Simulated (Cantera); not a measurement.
Input: 1 mol SiCl₄, 80 mol N₂, 0.19 mol NH₃, held at 1425 K.

Cantera equilibrium calculation (NASA polynomials, part measured and part estimated; ideal gas, pure solids and liquids). Candidate condensed phases: NH₄Cl, Si, Si₃N₄; 28 gas species. The tables' values for SiCl₃ are old estimates; treat these amounts as uncertain. The numbers say what is thermodynamically allowed, not how fast it happens.

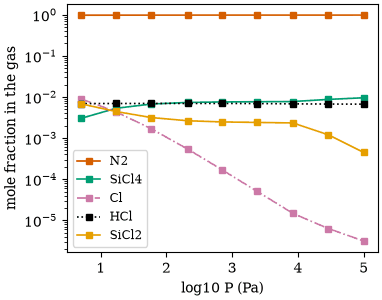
Figure: Equilibrium gas composition (values under 1e-9 drawn at 1e-9)

Problem. Read off the mole fractions at 5.33 Torr.

Solution. N₂ about 0.98, SiCl₄ about 0.0076, HCl about 0.0070, SiCl₂ about 0.0025, Cl about 0.00017.
